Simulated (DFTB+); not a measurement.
C₂H₃S: geometry relaxation (part 2 of 2)

The same run, continued: C₂H₃S, multiplicity 2; DFTB2, R-SCC (DFTB+ 25.1). The geometry comes from this level: GFN2-xTB.

Geometry of the input (Å):
```
C  -0.3464  0.3098  -0.2335
C  0.2069  -0.8902  0.3834
S  1.5796  -1.2983  1.0378
H  -1.3869  0.1607  -0.5230
H  0.2337  0.5648  -1.1232
H  -0.2869  1.1531  0.4585
```

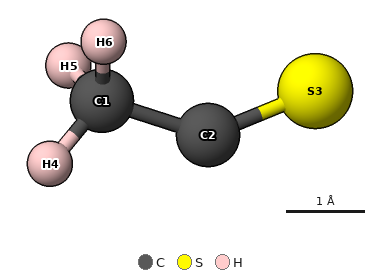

Figure 1. The geometry at step 7 of the log (ball-and-stick view, seen at a tilt; atoms are numbered from 1 in the order of the input).

What the program printed, continued
```
Total Energy:                       -6.9174505892 H         -188.2334 eV
Extrapolated to 0K:                 -6.9174508447 H         -188.2334 eV
Total Mermin free energy:           -6.9174511002 H         -188.2334 eV
Force related energy:               -6.9174511002 H         -188.2334 eV

total energy  -6.9174511E+00 H       energy change -3.8428883E-05 H
gradient norm  4.5917444E-03 H/a0    max. gradient  2.2517645E-03 H/a0
step length    2.1069775E-02 a0      max. step      1.0517976E-02 a0

--------------------------------------------------------------------------------

***  Geometry step: 9

 iSCC Total electronic   Diff electronic      SCC error
    1   -0.70506428E+01    0.00000000E+00    0.23416085E-02
    2   -0.70506430E+01   -0.18850562E-02    0.18148009E-02
    3   -0.70506430E+01   -0.17943518E-06    0.74991898E-03
    4   -0.70506430E+01    0.10292256E-08    0.18467096E-04
    5   -0.70506430E+01   -0.20730782E-07    0.43886630E-05

Total Energy:                       -6.9174856389 H         -188.2344 eV
Extrapolated to 0K:                 -6.9174859693 H         -188.2344 eV
Total Mermin free energy:           -6.9174862996 H         -188.2344 eV
Force related energy:               -6.9174862996 H         -188.2344 eV

total energy  -6.9174863E+00 H       energy change -3.5199426E-05 H
gradient norm  4.3447318E-03 H/a0    max. gradient  2.3374863E-03 H/a0
step length    2.1904984E-02 a0      max. step      1.0487267E-02 a0

--------------------------------------------------------------------------------

***  Geometry step: 10

 iSCC Total electronic   Diff electronic      SCC error
    1   -0.70517268E+01    0.00000000E+00    0.21037244E-02
    2   -0.70517270E+01   -0.10838384E-02    0.16330468E-02
    3   -0.70517270E+01   -0.13633388E-06    0.65436787E-03
    4   -0.70517270E+01   -0.16403066E-08    0.36998648E-04
    5   -0.70517270E+01   -0.16696096E-07    0.55150361E-05

Total Energy:                       -6.9175221681 H         -188.2354 eV
Extrapolated to 0K:                 -6.9175225930 H         -188.2354 eV
Total Mermin free energy:           -6.9175230180 H         -188.2354 eV
Force related energy:               -6.9175230180 H         -188.2354 eV

total energy  -6.9175230E+00 H       energy change -3.6718333E-05 H
gradient norm  4.6172738E-03 H/a0    max. gradient  2.0874460E-03 H/a0
step length    2.5935906E-02 a0      max. step      1.2768421E-02 a0

--------------------------------------------------------------------------------

***  Geometry step: 11

 iSCC Total electronic   Diff electronic      SCC error
    1   -0.70517947E+01    0.00000000E+00    0.19152305E-02
    2   -0.70517948E+01   -0.67741627E-04    0.14997438E-02
    3   -0.70517948E+01   -0.63668224E-07    0.44738083E-03
    4   -0.70517948E+01    0.30996237E-08    0.44709577E-04
    5   -0.70517948E+01   -0.15773911E-07    0.49022707E-05

Total Energy:                       -6.9175628902 H         -188.2365 eV
Extrapolated to 0K:                 -6.9175634455 H         -188.2365 eV
Total Mermin free energy:           -6.9175640009 H         -188.2365 eV
Force related energy:               -6.9175640009 H         -188.2365 eV

total energy  -6.9175640E+00 H       energy change -4.0982957E-05 H
gradient norm  4.5782951E-03 H/a0    max. gradient  2.6542481E-03 H/a0
step length    3.3934552E-02 a0      max. step      1.7227671E-02 a0

--------------------------------------------------------------------------------

***  Geometry step: 12

 iSCC Total electronic   Diff electronic      SCC error
    1   -0.70508200E+01    0.00000000E+00    0.10230704E-02
    2   -0.70508200E+01    0.97483588E-03    0.78686739E-03
    3   -0.70508200E+01   -0.40700101E-08    0.96811745E-04
    4   -0.70508200E+01   -0.63915540E-09    0.26570874E-04
    5   -0.70508200E+01   -0.11196777E-08    0.47830192E-06

Total Energy:                       -6.9175896428 H         -188.2372 eV
Extrapolated to 0K:                 -6.9175902892 H         -188.2372 eV
Total Mermin free energy:           -6.9175909355 H         -188.2372 eV
Force related energy:               -6.9175909355 H         -188.2372 eV

total energy  -6.9175909E+00 H       energy change -2.6934617E-05 H
gradient norm  3.1148850E-03 H/a0    max. gradient  1.8396463E-03 H/a0
step length    2.6401743E-02 a0      max. step      1.3482678E-02 a0

--------------------------------------------------------------------------------

***  Geometry step: 13

 iSCC Total electronic   Diff electronic      SCC error
    1   -0.70499232E+01    0.00000000E+00    0.58392253E-03
    2   -0.70499233E+01    0.89676324E-03    0.45118964E-03
    3   -0.70499233E+01   -0.36549161E-07    0.31680544E-03
    4   -0.70499233E+01   -0.49594320E-08    0.15645026E-04
    5   -0.70499233E+01   -0.84742879E-09    0.15920901E-05

Total Energy:                       -6.9175993315 H         -188.2375 eV
Extrapolated to 0K:                 -6.9175999766 H         -188.2375 eV
Total Mermin free energy:           -6.9176006217 H         -188.2375 eV
Force related energy:               -6.9176006217 H         -188.2375 eV

total energy  -6.9176006E+00 H       energy change -9.6861638E-06 H
gradient norm  1.5786672E-03 H/a0    max. gradient  7.5568899E-04 H/a0
step length    8.4401148E-03 a0      max. step      4.9743380E-03 a0

Geometry converged

--------------------------------------------------------------------------------
--------------------------------------------------------------------------------
SCC                                    +       0.16 ( 85.3%)       4.71 ( 91.0%)
Post-SCC processing                    +       0.02 ( 11.4%)       0.46 (  8.9%)
--------------------------------------------------------------------------------
Missing                                +       0.01 (  3.3%)       0.01 (  0.1%)
Total                                  =       0.19 (100.0%)       5.18 (100.0%)
--------------------------------------------------------------------------------
```

Trajectory as extended XYZ (Å, eV, eV/Å), 14 frames, from step=0 to step=13
```
6
Properties=species:S:1:pos:R:3 step=0 energy=-188.20469
C    -0.3464    0.3098   -0.2335
C     0.2069   -0.8902    0.3834
S     1.5796   -1.2983    1.0378
H    -1.3869    0.1607   -0.5230
H     0.2337    0.5648   -1.1232
H    -0.2869    1.1531    0.4585
6
Properties=species:S:1:pos:R:3 step=1 energy=-188.21810
C    -0.3470    0.3093   -0.2337
C     0.2180   -0.8943    0.3890
S     1.5728   -1.2979    1.0351
H    -1.3908    0.1617   -0.5246
H     0.2346    0.5657   -1.1261
H    -0.2875    1.1555    0.4602
6
Properties=species:S:1:pos:R:3 step=2 energy=-188.22123
C    -0.3466    0.3070   -0.2329
C     0.2205   -0.8928    0.3896
S     1.5735   -1.3003    1.0362
H    -1.3941    0.1626   -0.5260
H     0.2350    0.5664   -1.1284
H    -0.2883    1.1573    0.4615
6
Properties=species:S:1:pos:R:3 step=3 energy=-188.22532
C    -0.3470    0.3043   -0.2324
C     0.2272   -0.8892    0.3910
S     1.5768   -1.3081    1.0401
H    -1.4013    0.1648   -0.5291
H     0.2350    0.5676   -1.1333
H    -0.2906    1.1606    0.4636
6
Properties=species:S:1:pos:R:3 step=4 energy=-188.22721
C    -0.3480    0.3046   -0.2330
C     0.2323   -0.8865    0.3921
S     1.5792   -1.3143    1.0432
H    -1.4047    0.1663   -0.5307
H     0.2338    0.5681   -1.1357
H    -0.2927    1.1618    0.4641
6
Properties=species:S:1:pos:R:3 step=5 energy=-188.22948
C    -0.3494    0.3065   -0.2345
C     0.2406   -0.8815    0.3937
S     1.5822   -1.3245    1.0478
H    -1.4076    0.1683   -0.5323
H     0.2307    0.5687   -1.1381
H    -0.2964    1.1624    0.4633
6
Properties=species:S:1:pos:R:3 step=6 energy=-188.23096
C    -0.3500    0.3084   -0.2355
C     0.2466   -0.8769    0.3947
S     1.5831   -1.3319    1.0507
H    -1.4073    0.1690   -0.5325
H     0.2272    0.5691   -1.1389
H    -0.2995    1.1622    0.4616
6
Properties=species:S:1:pos:R:3 step=7 energy=-188.23239
C    -0.3496    0.3100   -0.2360
C     0.2526   -0.8712    0.3952
S     1.5822   -1.3394    1.0529
H    -1.4047    0.1687   -0.5316
H     0.2228    0.5699   -1.1394
H    -0.3032    1.1620    0.4589
6
Properties=species:S:1:pos:R:3 step=8 energy=-188.23343
C    -0.3483    0.3105   -0.2358
C     0.2567   -0.8665    0.3953
S     1.5801   -1.3450    1.0540
H    -1.4015    0.1670   -0.5300
H     0.2193    0.5712   -1.1400
H    -0.3063    1.1627    0.4565
6
Properties=species:S:1:pos:R:3 step=9 energy=-188.23439
C    -0.3462    0.3106   -0.2352
C     0.2602   -0.8623    0.3954
S     1.5774   -1.3505    1.0549
H    -1.3981    0.1639   -0.5279
H     0.2161    0.5733   -1.1416
H    -0.3094    1.1649    0.4544
6
Properties=species:S:1:pos:R:3 step=10 energy=-188.23539
C    -0.3437    0.3113   -0.2345
C     0.2636   -0.8584    0.3956
S     1.5746   -1.3573    1.0561
H    -1.3950    0.1590   -0.5252
H     0.2132    0.5765   -1.1445
H    -0.3128    1.1689    0.4526
6
Properties=species:S:1:pos:R:3 step=11 energy=-188.23651
C    -0.3407    0.3132   -0.2341
C     0.2676   -0.8545    0.3960
S     1.5717   -1.3664    1.0580
H    -1.3920    0.1515   -0.5218
H     0.2102    0.5811   -1.1488
H    -0.3168    1.1752    0.4506
6
Properties=species:S:1:pos:R:3 step=12 energy=-188.23724
C    -0.3391    0.3158   -0.2343
C     0.2701   -0.8526    0.3965
S     1.5703   -1.3735    1.0598
H    -1.3906    0.1448   -0.5191
H     0.2087    0.5850   -1.1522
H    -0.3193    1.1805    0.4493
6
Properties=species:S:1:pos:R:3 step=13 energy=-188.23750
C    -0.3393    0.3174   -0.2349
C     0.2702   -0.8529    0.3966
S     1.5703   -1.3754    1.0604
H    -1.3909    0.1422   -0.5182
H     0.2090    0.5863   -1.1528
H    -0.3193    1.1823    0.4489
```

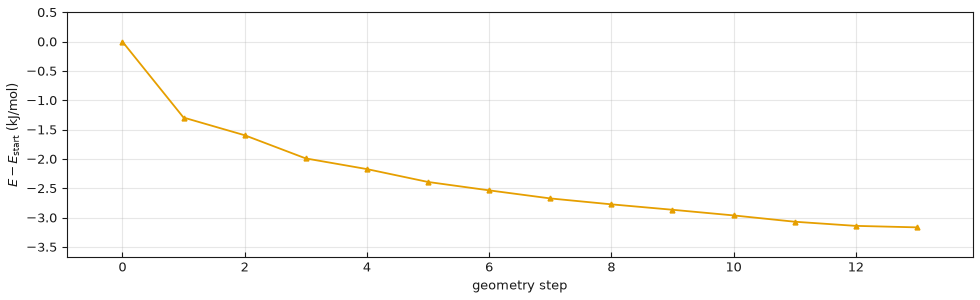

Figure 2. Progress of the relaxation, step by step (steps are counted from 0).

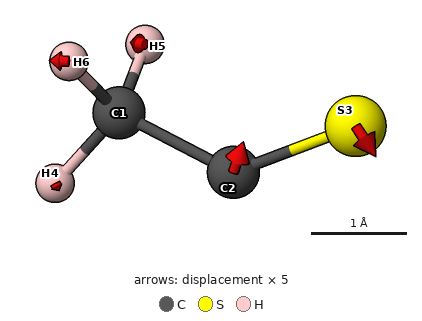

Figure 3. The starting structure with the displacements as red arrows, magnified 5 times (ball-and-stick view, seen at a tilt). The two geometries are laid on each other by the best rigid fit. The energy falls by 3.17 kJ/mol in 13 geometry steps. The largest move after the best rigid fit is that of S3, 0.081 Å. By element the largest moves are S 0.081 Å, C 0.075 Å, H 0.045 Å. Distances before and after: C2–S3 1.575 → 1.550 Å, C1–H4 1.090 → 1.103 Å, C1–C2 1.458 → 1.463 Å. Among the angles that change: C1–C2–S3 136.0° → 143.5°. (Atoms are counted from 1 in the order of the input.)

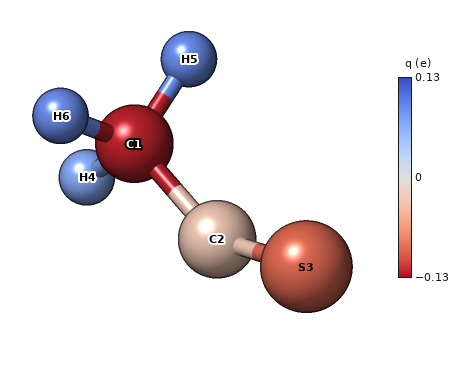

Figure 4. Mulliken charges, as the colour of each atom (ball-and-stick view, seen at a tilt; atoms are numbered from 1 in the order of the input). By element: C −0.12 to −0.03, S −0.09 and H +0.06 to +0.09 e.

Summary

```csv
quantity,value
outcome,converged
total energy,−6.917601 hartree
basis functions,20
largest force,0.047 eV/Å
dipole moment,1.84 D
hardware,"1 thread of Intel Xeon @ 2.50GHz (Skylake/Cascade Lake), 189 GiB of memory available, shared host"
wall time,5.4 s
peak memory,0.07 GiB
```

Settings chosen away from the usual ones: optimiser. The record of the run, not the program, notes: no spin polarisation.
